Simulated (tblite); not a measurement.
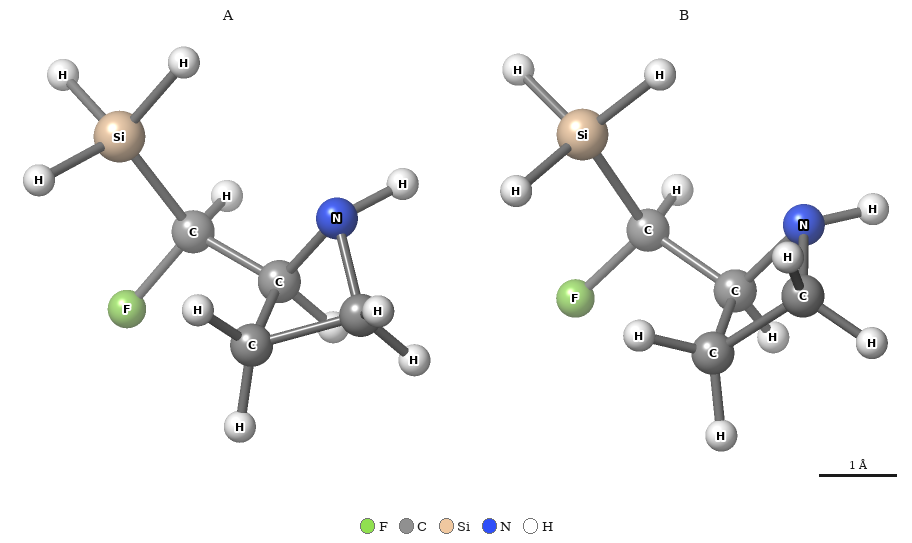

Two geometries of C4H10FNSi, drawn at one scale. One is the start of a relaxation, the other its converged end. Style: ball-and-stick. Shown from a free direction.

The calculation used tblite 0.8.0, GFN2-xTB geometry optimisation, gas phase. 

> Which one is relaxed?

Structure B is the relaxed one. After 83 geometry steps the energy has fallen by 18.5 kcal/mol. An H atom moves most after the best rigid fit: 0.93 Å. By element the largest moves are H 0.93 Å, N 0.36 Å, C 0.35 Å, F 0.23 Å, Si 0.19 Å. Among the contacts that change: C–Si 1.838 → 1.923 Å, H–Si 1.504 → 1.465 Å, C–C 1.484 → 1.520 Å, H–N 1.046 → 1.013 Å. Bond angles that change, for instance: C–C–H 117.5° → 109.8°, H–C–H 116.5° → 109.1°, H–C–H 116.8° → 109.6°. Groups turn about C–C by about 30°, C–C by about 25°, C–N by about 25°. The run took 1.6 s on 1 thread of Intel(R) Xeon(R) Processor @ 2.50GHz, on a shared host.
